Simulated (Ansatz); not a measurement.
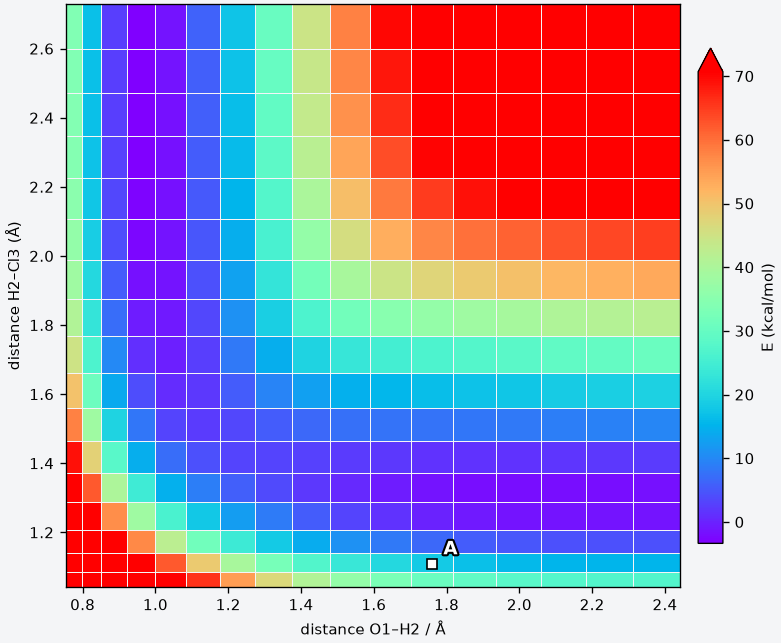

The system O + HCl, spin multiplicity 3. Coordinates scanned: (1) distance O1–H2; (2) distance H2–Cl3. Nothing is relaxed (the angle O1–H2–Cl3 is fixed at 160 degrees). The grid has 17 × 17 points. Points are written as (first, second). Energies: kcal/mol, counted from O far from the relaxed HCl (each part in its own basis). Energies and slopes of some neighbouring points disagree (a jump in structure or state, or too coarse a mesh). In part of the range the unrestricted reference is strongly spin-contaminated. Method: UKS PBE0-D4/def2-SVPD (Ansatz 0.2.0).

Drawn: one coloured cell a grid point, one colour for all values above the top of the scale, the point A.

**Which way does the force act at A, and how strong is it?**

A, at (1.759 Å, 1.108 Å), is not a stationary point. The computed force is 15 kcal/mol for each Å towards larger values of distance O1–H2 and 240 kcal/mol for each Å towards larger values of distance H2–Cl3.
